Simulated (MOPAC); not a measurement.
## Geometry relaxation, with input and output: C$_{3}$H$_{9}$BrSn (part 3 of 3)

C$_{3}$H$_{9}$BrSn; PM3, closed shell (MOPAC 23.2.5). The atoms were displaced at random from an optimised geometry.

Geometry of the input (Å):
```
C  -1.8957  1.0006  0.1667
Sn 0.1605  0.2454  -0.1938
C  1.3813  0.1033  1.6142
C  0.2199  -1.5406  -1.4823
Br 1.2600  2.0413  -1.5362
H  -2.4420  0.2805  0.7443
H  -1.8342  1.9565  0.7178
H  -2.3821  1.1569  -0.7740
H  2.3966  -0.1489  1.3429
H  1.0096  -0.6678  2.3033
H  1.3575  1.0630  2.1680
H  -0.2000  -2.3727  -0.9615
H  1.2687  -1.7668  -1.7224
H  -0.3172  -1.3467  -2.3829
```

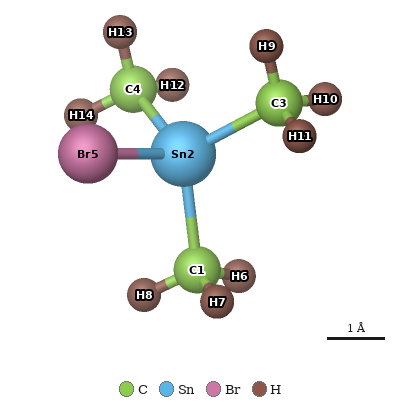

**Figure 1.** The geometry at step 48 of the log (ball-and-stick view, seen at a tilt; atoms are numbered from 1 in the order of the input).

Trajectory as extended XYZ, continued:
```
14
Properties=species:S:1:pos:R:3:forces:R:3 step=33 energy=-1.51865
C    -1.8004    0.9795    0.1457   -0.0008   0.0024   0.0012
Sn    0.1541    0.2476   -0.1893   -0.0005  -0.0018   0.0019
C     1.3425    0.1082    1.5532    0.0016  -0.0027   0.0000
C     0.2324   -1.4615   -1.4303   -0.0029  -0.0004  -0.0006
Br    1.2330    2.0048   -1.5130   -0.0011  -0.0032   0.0013
H    -2.3758    0.2578    0.7304    0.0042  -0.0031   0.0002
H    -1.7791    1.9239    0.6936   -0.0017   0.0025  -0.0006
H    -2.3236    1.1494   -0.7977   -0.0009   0.0031   0.0004
H     2.3784   -0.1325    1.3052    0.0029   0.0027  -0.0011
H     0.9568   -0.6780    2.2067   -0.0047   0.0020  -0.0009
H     1.3393    1.0481    2.1091    0.0005   0.0002   0.0013
H    -0.2106   -2.3166   -0.9140    0.0034  -0.0018  -0.0003
H     1.2623   -1.7150   -1.6911   -0.0075   0.0022  -0.0007
H    -0.3202   -1.2992   -2.3582    0.0074  -0.0021  -0.0021
14
Properties=species:S:1:pos:R:3:forces:R:3 step=35 energy=-1.51866
C    -1.8004    0.9799    0.1458   -0.0004   0.0006   0.0009
Sn    0.1538    0.2475   -0.1894   -0.0007  -0.0001  -0.0005
C     1.3427    0.1086    1.5529    0.0018   0.0016  -0.0001
C     0.2320   -1.4615   -1.4306    0.0017  -0.0017  -0.0002
Br    1.2331    2.0044   -1.5125    0.0001  -0.0013  -0.0008
H    -2.3746    0.2571    0.7303    0.0008   0.0019  -0.0006
H    -1.7794    1.9243    0.6938   -0.0010  -0.0004   0.0011
H    -2.3241    1.1503   -0.7973    0.0000   0.0001   0.0014
H     2.3789   -0.1312    1.3048   -0.0005  -0.0012  -0.0002
H     0.9566   -0.6774    2.2064   -0.0006   0.0004  -0.0005
H     1.3396    1.0485    2.1089   -0.0017  -0.0005   0.0001
H    -0.2096   -2.3172   -0.9141   -0.0038  -0.0008  -0.0016
H     1.2617   -1.7147   -1.6912    0.0077   0.0015   0.0001
H    -0.3188   -1.3001   -2.3596   -0.0033   0.0000   0.0009
14
Properties=species:S:1:pos:R:3:forces:R:3 step=37 energy=-1.51867
C    -1.8001    0.9800    0.1463    0.0001   0.0008   0.0008
Sn    0.1540    0.2474   -0.1898   -0.0008  -0.0010   0.0002
C     1.3421    0.1087    1.5530    0.0004  -0.0002  -0.0002
C     0.2324   -1.4620   -1.4307   -0.0006  -0.0004   0.0001
Br    1.2331    2.0047   -1.5126    0.0001  -0.0019  -0.0008
H    -2.3742    0.2571    0.7308    0.0005   0.0003   0.0003
H    -1.7785    1.9240    0.6949   -0.0012   0.0001   0.0005
H    -2.3243    1.1510   -0.7963    0.0001   0.0009   0.0004
H     2.3783   -0.1315    1.3055    0.0005   0.0003   0.0000
H     0.9556   -0.6772    2.2064   -0.0011   0.0001  -0.0004
H     1.3385    1.0487    2.1088    0.0000   0.0000   0.0000
H    -0.2099   -2.3173   -0.9142   -0.0007  -0.0007  -0.0008
H     1.2622   -1.7153   -1.6911    0.0023   0.0018   0.0002
H    -0.3189   -1.3006   -2.3594    0.0004   0.0000  -0.0002
14
Properties=species:S:1:pos:R:3:forces:R:3 step=39 energy=-1.51867
C    -1.7998    0.9803    0.1468    0.0001   0.0002   0.0006
Sn    0.1539    0.2473   -0.1900   -0.0007  -0.0007  -0.0001
C     1.3418    0.1089    1.5531   -0.0007  -0.0009  -0.0003
C     0.2326   -1.4623   -1.4309   -0.0007   0.0006   0.0001
Br    1.2331    2.0046   -1.5127    0.0003  -0.0017  -0.0015
H    -2.3735    0.2570    0.7312   -0.0013   0.0000   0.0008
H    -1.7781    1.9240    0.6960   -0.0003   0.0001   0.0003
H    -2.3245    1.1518   -0.7955    0.0004   0.0004   0.0000
H     2.3781   -0.1312    1.3061    0.0000   0.0002   0.0001
H     0.9547   -0.6768    2.2062    0.0001  -0.0005   0.0003
H     1.3378    1.0489    2.1089    0.0004   0.0003  -0.0004
H    -0.2099   -2.3177   -0.9147    0.0010   0.0001   0.0001
H     1.2626   -1.7151   -1.6909    0.0000   0.0008   0.0001
H    -0.3185   -1.3011   -2.3598    0.0015   0.0010  -0.0001
14
Properties=species:S:1:pos:R:3:forces:R:3 step=41 energy=-1.51867
C    -1.8000    0.9804    0.1468   -0.0004   0.0003   0.0006
Sn    0.1538    0.2473   -0.1899   -0.0004   0.0002   0.0002
C     1.3420    0.1090    1.5531   -0.0001  -0.0004  -0.0003
C     0.2326   -1.4621   -1.4310    0.0001   0.0004   0.0001
Br    1.2331    2.0044   -1.5127    0.0002  -0.0015  -0.0014
H    -2.3736    0.2570    0.7311   -0.0015   0.0001   0.0003
H    -1.7786    1.9241    0.6959    0.0006  -0.0001   0.0003
H    -2.3244    1.1518   -0.7956    0.0001   0.0000   0.0004
H     2.3783   -0.1310    1.3060   -0.0008  -0.0006  -0.0003
H     0.9550   -0.6769    2.2062    0.0006   0.0001   0.0002
H     1.3382    1.0490    2.1089   -0.0006  -0.0001  -0.0002
H    -0.2097   -2.3178   -0.9152    0.0011   0.0006   0.0001
H     1.2628   -1.7144   -1.6907   -0.0001  -0.0001  -0.0002
H    -0.3183   -1.3008   -2.3600    0.0012   0.0010   0.0000
14
Properties=species:S:1:pos:R:3:forces:R:3 step=43 energy=-1.51868
C    -1.8002    0.9804    0.1474   -0.0009   0.0005   0.0008
Sn    0.1535    0.2473   -0.1897   -0.0002   0.0012   0.0011
C     1.3417    0.1089    1.5531    0.0013   0.0011   0.0002
C     0.2330   -1.4616   -1.4313    0.0011   0.0001   0.0002
Br    1.2333    2.0038   -1.5131   -0.0005  -0.0014  -0.0005
H    -2.3740    0.2570    0.7315   -0.0007   0.0002  -0.0009
H    -1.7790    1.9240    0.6969    0.0015  -0.0002   0.0000
H    -2.3244    1.1523   -0.7950   -0.0007  -0.0002   0.0006
H     2.3782   -0.1307    1.3063   -0.0013  -0.0016  -0.0012
H     0.9549   -0.6768    2.2064    0.0007   0.0011  -0.0002
H     1.3380    1.0492    2.1086   -0.0016  -0.0009   0.0009
H    -0.2092   -2.3178   -0.9162    0.0005   0.0009  -0.0002
H     1.2636   -1.7131   -1.6904    0.0002  -0.0012  -0.0010
H    -0.3172   -1.3000   -2.3606    0.0007   0.0005   0.0001
14
Properties=species:S:1:pos:R:3:forces:R:3 step=45 energy=-1.51868
C    -1.8001    0.9805    0.1483   -0.0001   0.0000  -0.0003
Sn    0.1535    0.2474   -0.1898   -0.0007  -0.0003   0.0003
C     1.3412    0.1090    1.5533   -0.0005   0.0002   0.0003
C     0.2336   -1.4613   -1.4316    0.0000  -0.0001   0.0002
Br    1.2333    2.0034   -1.5136   -0.0006  -0.0006  -0.0001
H    -2.3741    0.2569    0.7319    0.0002   0.0000  -0.0003
H    -1.7783    1.9236    0.6984    0.0006  -0.0001   0.0000
H    -2.3246    1.1531   -0.7939   -0.0008   0.0006  -0.0002
H     2.3776   -0.1310    1.3067   -0.0003   0.0004   0.0000
H     0.9541   -0.6765    2.2067    0.0001  -0.0004  -0.0001
H     1.3368    1.0493    2.1087    0.0013  -0.0002   0.0006
H    -0.2087   -2.3175   -0.9168    0.0001   0.0001  -0.0004
H     1.2642   -1.7131   -1.6907    0.0004   0.0002   0.0001
H    -0.3163   -1.2994   -2.3611    0.0003   0.0002  -0.0001
14
Properties=species:S:1:pos:R:3:forces:R:3 step=47 energy=-1.51868
C    -1.8002    0.9806    0.1484   -0.0003   0.0000  -0.0004
Sn    0.1534    0.2474   -0.1897   -0.0004  -0.0001   0.0000
C     1.3411    0.1091    1.5534   -0.0003   0.0001   0.0002
C     0.2338   -1.4611   -1.4318    0.0004   0.0000   0.0001
Br    1.2334    2.0031   -1.5138   -0.0007  -0.0002   0.0001
H    -2.3742    0.2568    0.7319    0.0000  -0.0001  -0.0003
H    -1.7784    1.9236    0.6988    0.0009  -0.0001  -0.0001
H    -2.3246    1.1534   -0.7937   -0.0007   0.0006  -0.0001
H     2.3775   -0.1309    1.3067   -0.0002   0.0002   0.0000
H     0.9542   -0.6765    2.2068    0.0000  -0.0003   0.0000
H     1.3369    1.0493    2.1088    0.0010  -0.0003   0.0004
H    -0.2085   -2.3175   -0.9173   -0.0001   0.0001   0.0000
H     1.2645   -1.7126   -1.6906    0.0003  -0.0002   0.0000
H    -0.3159   -1.2991   -2.3614    0.0001   0.0003   0.0001
14
Properties=species:S:1:pos:R:3:forces:R:3 step=48 energy=-1.51868
C    -1.8002    0.9807    0.1487   -0.0002   0.0000  -0.0005
Sn    0.1533    0.2474   -0.1896   -0.0004  -0.0003  -0.0002
C     1.3409    0.1092    1.5536   -0.0007  -0.0005   0.0001
C     0.2342   -1.4609   -1.4320   -0.0001  -0.0003   0.0000
Br    1.2334    2.0028   -1.5140   -0.0005   0.0005   0.0001
H    -2.3743    0.2568    0.7320   -0.0001  -0.0004   0.0001
H    -1.7781    1.9234    0.6995    0.0005  -0.0001  -0.0001
H    -2.3249    1.1540   -0.7932   -0.0001   0.0007  -0.0002
H     2.3773   -0.1309    1.3068    0.0006   0.0005   0.0003
H     0.9539   -0.6765    2.2068   -0.0001  -0.0005   0.0000
H     1.3367    1.0493    2.1092    0.0010   0.0000  -0.0002
H    -0.2083   -2.3174   -0.9178   -0.0003  -0.0003   0.0001
H     1.2649   -1.7124   -1.6907    0.0002   0.0004   0.0004
H    -0.3154   -1.2987   -2.3617    0.0002   0.0003   0.0001
14
Properties=species:S:1:pos:R:3:forces:R:3 step=50 energy=-1.51868
C    -1.8002    0.9807    0.1482    0.0000   0.0000   0.0007
Sn    0.1534    0.2474   -0.1896   -0.0003   0.0007   0.0004
C     1.3411    0.1091    1.5535    0.0011   0.0003  -0.0002
C     0.2339   -1.4610   -1.4318    0.0000   0.0002   0.0001
Br    1.2333    2.0030   -1.5139   -0.0004   0.0000   0.0001
H    -2.3743    0.2568    0.7316   -0.0002   0.0005  -0.0006
H    -1.7781    1.9235    0.6988    0.0001   0.0001   0.0002
H    -2.3248    1.1539   -0.7938    0.0003  -0.0001   0.0001
H     2.3776   -0.1307    1.3067   -0.0003  -0.0012  -0.0005
H     0.9542   -0.6768    2.2066    0.0005   0.0005   0.0000
H     1.3373    1.0491    2.1093   -0.0013  -0.0002   0.0002
H    -0.2085   -2.3175   -0.9174    0.0001   0.0000  -0.0002
H     1.2646   -1.7125   -1.6905   -0.0001  -0.0004  -0.0002
H    -0.3158   -1.2987   -2.3613    0.0006  -0.0003   0.0000
14
Properties=species:S:1:pos:R:3:forces:R:3 step=52 energy=-1.51868
C    -1.8002    0.9807    0.1485    0.0000   0.0001   0.0001
Sn    0.1533    0.2474   -0.1896   -0.0003   0.0002   0.0000
C     1.3410    0.1091    1.5536    0.0002  -0.0001  -0.0001
C     0.2341   -1.4609   -1.4319   -0.0001   0.0000   0.0000
Br    1.2333    2.0029   -1.5140   -0.0004   0.0003   0.0001
H    -2.3743    0.2568    0.7317   -0.0002   0.0001  -0.0002
H    -1.7780    1.9234    0.6992    0.0001   0.0000   0.0001
H    -2.3249    1.1541   -0.7935    0.0003   0.0003   0.0000
H     2.3774   -0.1308    1.3067    0.0001  -0.0003  -0.0001
H     0.9541   -0.6767    2.2067    0.0001   0.0000   0.0000
H     1.3370    1.0492    2.1093   -0.0002  -0.0001  -0.0001
H    -0.2084   -2.3174   -0.9176   -0.0001  -0.0001   0.0000
H     1.2648   -1.7124   -1.6906    0.0001   0.0000   0.0001
H    -0.3155   -1.2986   -2.3615    0.0004  -0.0001   0.0000
14
Properties=species:S:1:pos:R:3:forces:R:3 step=54 energy=-1.51868
C    -1.8003    0.9807    0.1483    0.0002   0.0000   0.0000
Sn    0.1533    0.2474   -0.1895   -0.0003  -0.0002  -0.0001
C     1.3412    0.1090    1.5535   -0.0001  -0.0002  -0.0001
C     0.2341   -1.4609   -1.4318    0.0000   0.0000  -0.0001
Br    1.2332    2.0029   -1.5140   -0.0004   0.0002   0.0002
H    -2.3745    0.2568    0.7314   -0.0002   0.0001   0.0000
H    -1.7780    1.9234    0.6992   -0.0002   0.0000   0.0002
H    -2.3248    1.1542   -0.7937    0.0005   0.0003   0.0000
H     2.3775   -0.1310    1.3065   -0.0001   0.0001   0.0000
H     0.9543   -0.6768    2.2067   -0.0001  -0.0002   0.0000
H     1.3372    1.0491    2.1093    0.0004   0.0000  -0.0001
H    -0.2084   -2.3175   -0.9177   -0.0001   0.0001   0.0000
H     1.2649   -1.7124   -1.6904    0.0002  -0.0001   0.0001
H    -0.3154   -1.2985   -2.3614    0.0002  -0.0003  -0.0001
14
Properties=species:S:1:pos:R:3:forces:R:3 step=56 energy=-1.51868
C    -1.8002    0.9809    0.1482   -0.0001   0.0000   0.0004
Sn    0.1533    0.2474   -0.1895    0.0000   0.0000   0.0001
C     1.3412    0.1089    1.5535    0.0002   0.0000  -0.0002
C     0.2342   -1.4610   -1.4317    0.0005   0.0000  -0.0001
Br    1.2331    2.0030   -1.5140   -0.0002   0.0000   0.0002
H    -2.3746    0.2569    0.7311   -0.0002   0.0002  -0.0001
H    -1.7779    1.9234    0.6993   -0.0002   0.0002   0.0001
H    -2.3246    1.1547   -0.7938    0.0006   0.0000   0.0002
H     2.3776   -0.1311    1.3065   -0.0004  -0.0001  -0.0003
H     0.9543   -0.6769    2.2066    0.0000   0.0002   0.0000
H     1.3373    1.0489    2.1093   -0.0001  -0.0001   0.0001
H    -0.2084   -2.3176   -0.9176   -0.0002   0.0003   0.0000
H     1.2650   -1.7124   -1.6900    0.0000  -0.0004  -0.0003
H    -0.3150   -1.2987   -2.3615    0.0002  -0.0002   0.0000
14
Properties=species:S:1:pos:R:3:forces:R:3 step=58 energy=-1.51868
C    -1.7998    0.9823    0.1485   -0.0003  -0.0002  -0.0002
Sn    0.1530    0.2473   -0.1896    0.0004  -0.0002  -0.0001
C     1.3412    0.1080    1.5532   -0.0006   0.0000   0.0001
C     0.2356   -1.4616   -1.4310    0.0001  -0.0002  -0.0003
Br    1.2319    2.0032   -1.5144    0.0009   0.0001   0.0001
H    -2.3761    0.2577    0.7287   -0.0002  -0.0005  -0.0001
H    -1.7764    1.9233    0.7023   -0.0002  -0.0006   0.0001
H    -2.3229    1.1598   -0.7936    0.0004   0.0002   0.0003
H     2.3774   -0.1325    1.3061   -0.0002   0.0009  -0.0001
H     0.9541   -0.6779    2.2062   -0.0004  -0.0001  -0.0001
H     1.3375    1.0478    2.1093    0.0010   0.0002   0.0001
H    -0.2083   -2.3177   -0.9174   -0.0005  -0.0001  -0.0001
H     1.2670   -1.7135   -1.6868   -0.0004  -0.0002   0.0001
H    -0.3114   -1.3000   -2.3623   -0.0001   0.0008   0.0002
14
Properties=species:S:1:pos:R:3:forces:R:3 step=60 energy=-1.51868
C    -1.8001    0.9813    0.1483   -0.0004  -0.0001  -0.0004
Sn    0.1532    0.2474   -0.1896    0.0000  -0.0003  -0.0004
C     1.3412    0.1086    1.5534   -0.0003  -0.0003  -0.0002
C     0.2346   -1.4612   -1.4315    0.0008   0.0000  -0.0007
Br    1.2327    2.0031   -1.5141    0.0000   0.0000   0.0002
H    -2.3750    0.2571    0.7305   -0.0001   0.0001   0.0000
H    -1.7776    1.9234    0.7002    0.0000  -0.0001  -0.0001
H    -2.3241    1.1562   -0.7937    0.0005  -0.0001   0.0007
H     2.3775   -0.1316    1.3064   -0.0003   0.0007   0.0000
H     0.9542   -0.6771    2.2066   -0.0004  -0.0003   0.0001
H     1.3373    1.0486    2.1092    0.0010   0.0002   0.0002
H    -0.2084   -2.3176   -0.9175   -0.0001   0.0002   0.0001
H     1.2656   -1.7128   -1.6891   -0.0008   0.0000   0.0002
H    -0.3140   -1.2992   -2.3617    0.0000   0.0002   0.0005
14
Properties=species:S:1:pos:R:3:forces:R:3 step=62 energy=-1.51868
C    -1.8001    0.9813    0.1484    0.0005   0.0001   0.0008
Sn    0.1532    0.2474   -0.1896    0.0002   0.0004   0.0006
C     1.3411    0.1086    1.5535    0.0003   0.0004   0.0002
C     0.2347   -1.4611   -1.4315   -0.0010   0.0000   0.0007
Br    1.2326    2.0030   -1.5142    0.0003   0.0003   0.0001
H    -2.3752    0.2571    0.7303    0.0000  -0.0002   0.0002
H    -1.7773    1.9233    0.7004   -0.0004   0.0002   0.0001
H    -2.3240    1.1565   -0.7936   -0.0001  -0.0001  -0.0008
H     2.3775   -0.1314    1.3064    0.0001  -0.0007  -0.0002
H     0.9541   -0.6773    2.2065    0.0004   0.0005  -0.0002
H     1.3375    1.0485    2.1095   -0.0008  -0.0003  -0.0003
H    -0.2084   -2.3175   -0.9175   -0.0001  -0.0002  -0.0001
H     1.2657   -1.7128   -1.6890    0.0008  -0.0004  -0.0005
H    -0.3138   -1.2990   -2.3617   -0.0001   0.0000  -0.0005
14
Properties=species:S:1:pos:R:3:forces:R:3 step=64 energy=-1.51868
C    -1.8001    0.9814    0.1484    0.0000   0.0000   0.0001
Sn    0.1532    0.2474   -0.1896    0.0001   0.0000   0.0000
C     1.3412    0.1086    1.5534    0.0000   0.0000   0.0000
C     0.2347   -1.4612   -1.4315   -0.0001   0.0000  -0.0001
Br    1.2327    2.0030   -1.5141    0.0001   0.0001   0.0001
H    -2.3751    0.2571    0.7303   -0.0001  -0.0001  -0.0001
H    -1.7774    1.9234    0.7003   -0.0001  -0.0001   0.0001
H    -2.3240    1.1564   -0.7937    0.0002   0.0001   0.0000
H     2.3775   -0.1315    1.3063   -0.0001   0.0000  -0.0001
H     0.9542   -0.6772    2.2065    0.0000   0.0000   0.0000
H     1.3374    1.0486    2.1093    0.0001   0.0000   0.0000
H    -0.2084   -2.3175   -0.9175   -0.0002   0.0000  -0.0001
H     1.2657   -1.7129   -1.6890   -0.0001  -0.0001   0.0000
H    -0.3138   -1.2991   -2.3617    0.0001   0.0001   0.0000
```

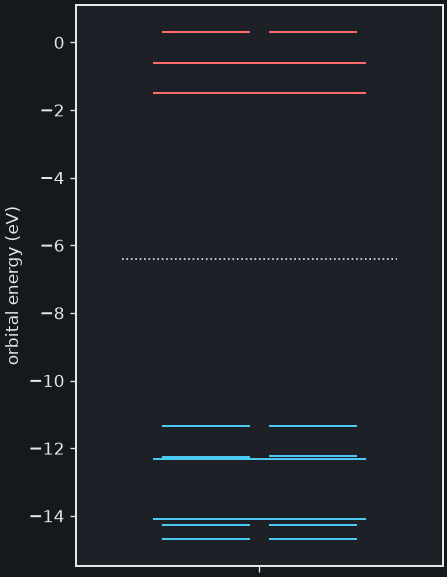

**Figure 2.** Orbital energies near the frontier; the dotted line parts filled from empty levels, and levels within 0.02 eV of each other stand side by side. Highest filled −11.35 eV, lowest empty −1.48 eV, 9.87 eV apart.

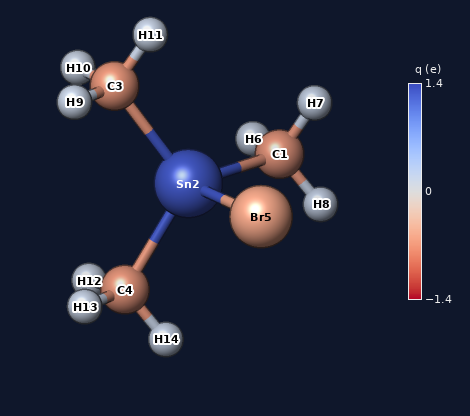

**Figure 3.** Mulliken charges, as the colour of each atom (ball-and-stick view, seen at a tilt; atoms are numbered from 1 in the order of the input). By element: C −0.66, Sn +1.30, Br −0.57 and H +0.13 to +0.14 e.

Key numbers:

```json
{"quantity": "outcome", "value": "converged"}
{"quantity": "total energy", "value": "−34.219210 hartree"}
{"quantity": "dispersion energy", "value": "0.000000 hartree"}
{"quantity": "heat of formation", "value": "−35.02 kcal/mol"}
{"quantity": "basis functions", "value": "29"}
{"quantity": "largest force", "value": "0.000 eV/Å"}
{"quantity": "HOMO", "value": "−11.35 eV"}
{"quantity": "LUMO", "value": "−1.48 eV"}
{"quantity": "dipole moment", "value": "5.14 D"}
{"quantity": "hardware", "value": "1 thread of Arm Neoverse V1, 24 GiB of memory available, shared host"}
{"quantity": "peak memory", "value": "0.1 GiB"}
```

MOPAC's energies along a path are heats of formation.
